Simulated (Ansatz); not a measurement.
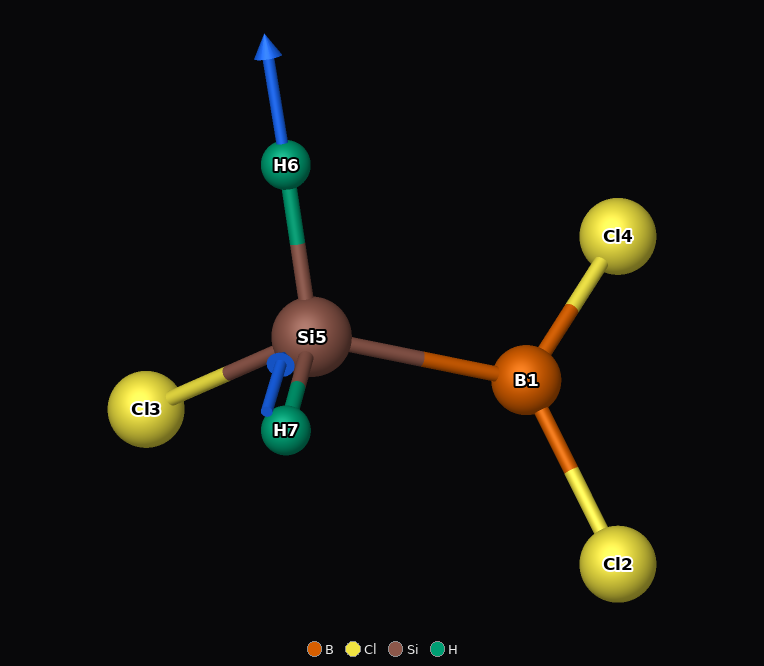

The arrows show one normal mode. Harmonic vibrations computed with RKS PBE0-D4/def2-TZVP (Ansatz 0.2.0) at a stationary point of the same level.

Describe the motion.

Answer. Mostly out-of-phase stretching of 2 Si–H bonds.

Estimate its harmonic wavenumber.

Answer. 2249 cm⁻¹; it is mode 15 of 15 counted from the lowest.
